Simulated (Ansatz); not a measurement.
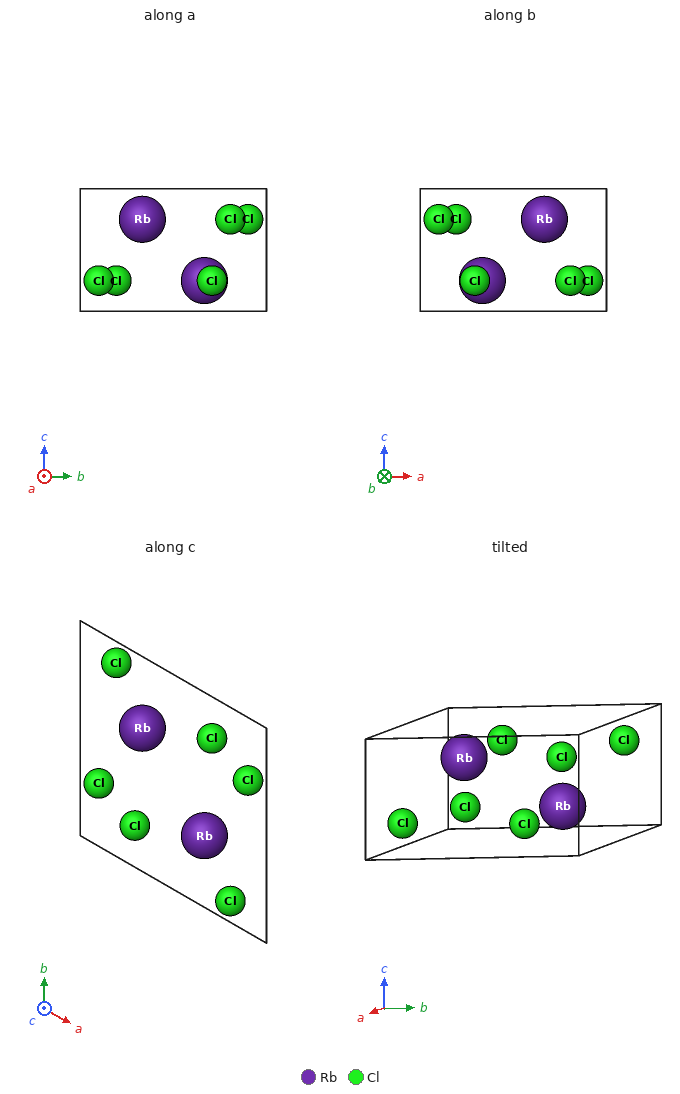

Crystal structure, spheres-only style, seen along the a axis, along the b axis, along the c axis and slightly off an axis. One conventional unit cell is outlined, and atoms on its boundary appear in each equivalent place.

Lattice parameters: a = 7.832 Å, b = 7.832 Å, c = 4.466 Å, α = 90.00°, β = 90.00°, γ = 120.00°.

Q: Write the structure as a table of Wyckoff sites, with free fractional coordinates to two decimals.

A: Space group P6_3/m (No. 176).
```tsv
atom	site	x	y	z
Rb	2c	0.6667	0.3333	0.75
Cl	6h	0.90	0.71	0.25
```

The structure comes from a structure type filled with these elements by a generator (whether the compound takes this form wasn't checked). Relaxation method: DFT PBE, scalar-relativistic, plane waves, PAW in Ansatz.
